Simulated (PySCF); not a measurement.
System: H8N2OSi2 (SMILES N[SiH2]N[SiH2]O).

The calculation's input:

```
{"job": {"kind": "nmr", "xc": "PBE0", "basis": "pcSseg-1"}, "charge": 0, "multiplicity": 1}
N      1.370078     0.112866     1.086588
Si     1.057160    -0.891021    -0.298025
N     -0.263929    -0.123578    -1.095492
Si    -1.694344     0.580077    -0.388201
O     -1.381629     0.873814     1.169071
H      1.993701    -0.254880     1.787654
H      1.619130     1.072191     0.896837
H      0.757854    -2.198567     0.293887
H      2.135472    -0.979538    -1.290951
H     -0.334971    -0.313117    -2.079798
H     -2.825868    -0.346127    -0.469482
H     -1.941384     1.837178    -1.097263
H     -0.495660     0.631188     1.467447
```

Launched as:

```sh
OMP_NUM_THREADS=1 python probes_run.py task.json out
```

Geometry: GFN2-xTB.

Theory: PySCF, PBE0/pcSseg-1, SCF density, gas phase, non-relativistic.

**What can the converged electron density and electron localisation function tell about the bonding?**

Si–O (1.62 Å): ρ is about 1.2 e/Å³ halfway; the ELF peaks at about 0.90 between the atoms: a polar covalent bond.
Si–N (1.74 Å): the density is about 1 e/Å³ at the midpoint; the ELF peaks at about 0.90 between the atoms; a shared but strongly polarised pair.
O–H (0.97 Å): the density is about 3.7 e/Å³ at the midpoint; the ELF climbs to about 1 towards the hydrogen, as it does in any bond to H; a covalent bond by its length.
N–H (1.00 Å): ρ at the midpoint is about 2.8 e/Å³; the ELF climbs to about 1 towards the hydrogen: a covalent bond by its length.

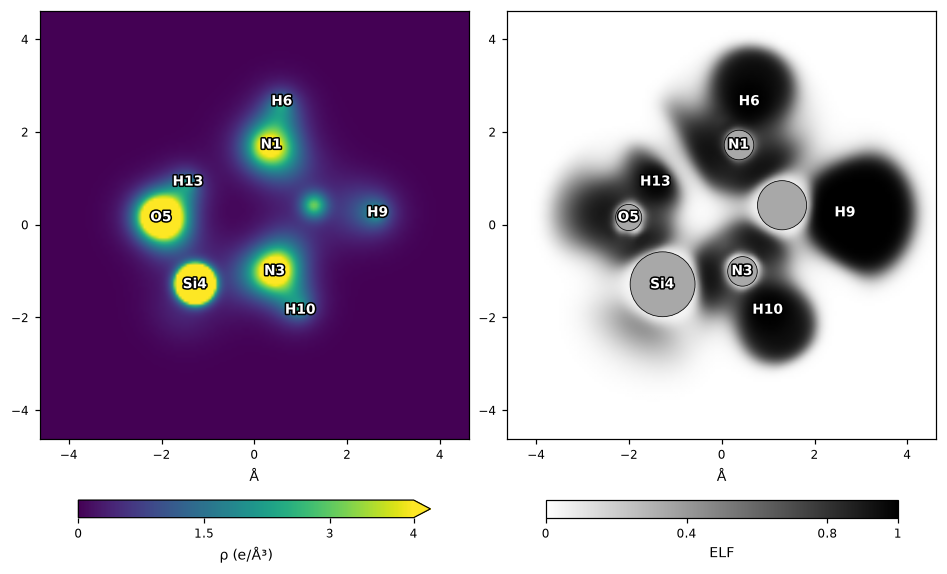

Computed electron density and electron localisation function on the plane of atoms N3, Si4 and O5, in this order. Grey discs cover the atomic cores in the ELF map. 
